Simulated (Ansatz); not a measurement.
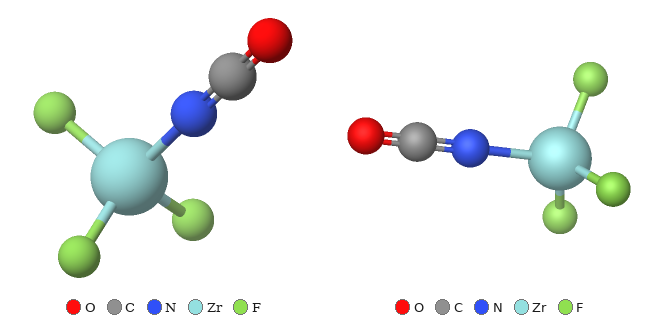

Both panels show the same species.

The species is neutral and a spin singlet. The computed structure is the end point of a PBE0-D4/def2-TZVP optimisation.

What does the picture show?

It has 7 atoms: 1 carbon, 3 fluorine, 1 nitrogen, 1 oxygen and 1 zirconium (CF3NOZr). Its SMILES string is `O=C=[N][Zr]([F])([F])[F]`. This geometry has C3v symmetry. Coordination: 1 C linear; 1 N linear; 1 Zr tetrahedral.

The parts below concern this one geometry. Atoms keep their numbers from picture to picture.

Geometry

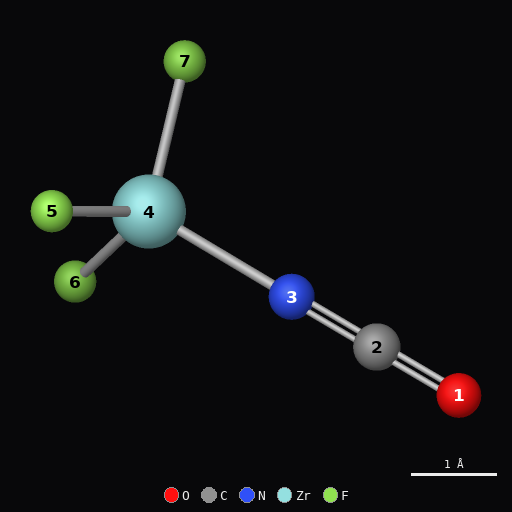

What are the angles O1–C2–N3, C2–N3–Zr4, N3–Zr4–F5, F5–Zr4–F6?

```json
{"angle": "O1–C2–N3", "degrees": "180.0"}
{"angle": "C2–N3–Zr4", "degrees": "179.7"}
{"angle": "N3–Zr4–F5", "degrees": "109.7"}
{"angle": "F5–Zr4–F6", "degrees": "109.3"}
```

Electronic properties

Level of theory: RKS PBE-D4/def2-TZVPP, core potentials on Zr (Ansatz 0.2.0).

Question: What is the dipole moment?

Answer: 0.42 D.

Question: Give the HOMO energy (Kohn–Sham orbital) at this level.

Answer: −7.93 eV.

Question: Estimate the LUMO energy (Kohn–Sham orbital).

Answer: −2.59 eV.

Question: Give the dispersion correction at this level.

Answer: −15.3 kJ/mol.

Vibrations

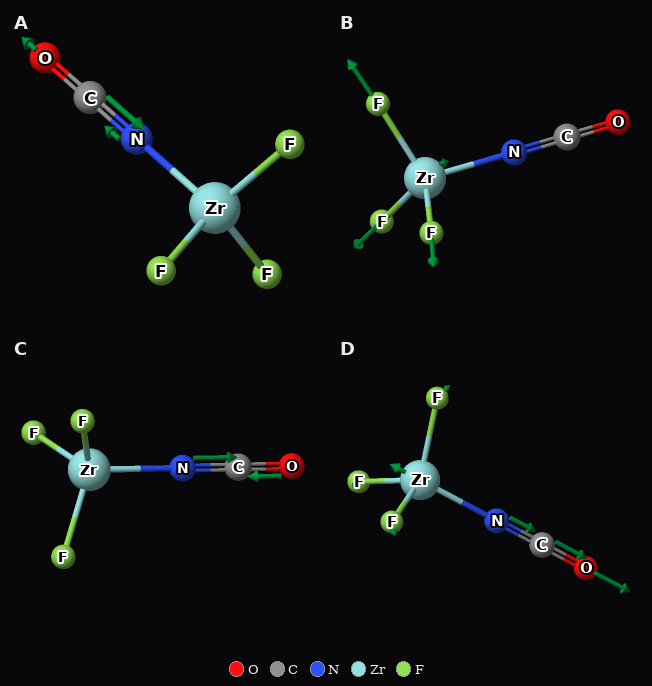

4 normal modes of one molecule or complex, as arrows. Harmonic vibrations computed with RKS PBE0-D4/def2-TZVP, core potentials on Zr (Ansatz 0.2.0) at a stationary point of the same level.

Question: Match the panels to the wavenumbers 432 cm⁻¹, 674 cm⁻¹, 1472 cm⁻¹, 2360 cm⁻¹.

Answer: A: 2360 cm⁻¹
B: 674 cm⁻¹, in-phase stretching of 3 Zr–F bonds
C: 1472 cm⁻¹
D: 432 cm⁻¹, Zr–N stretching

Charges

The questions are on Mulliken charges. Properties computed with RKS ωB97M-V/def2-TZVPP, core potentials on Zr (Ansatz 0.2.0).

Question: Which atom carries the highest charge (most positive or least negative)?

Answer: Zr4 (1.58 e).

Question: And the lowest?

Answer: N3 (−0.53 e).

Give the Mulliken charges atom by atom.

| atom | value (e) |
| --- | --- |
| O1 | −0.21 |
| C2 | 0.28 |
| N3 | −0.53 |
| Zr4 | 1.58 |
| F5 | −0.37 |
| F6 | −0.37 |
| F7 | −0.37 |

Mulliken values depend strongly on the basis set and can even reverse the polarity of a bond.
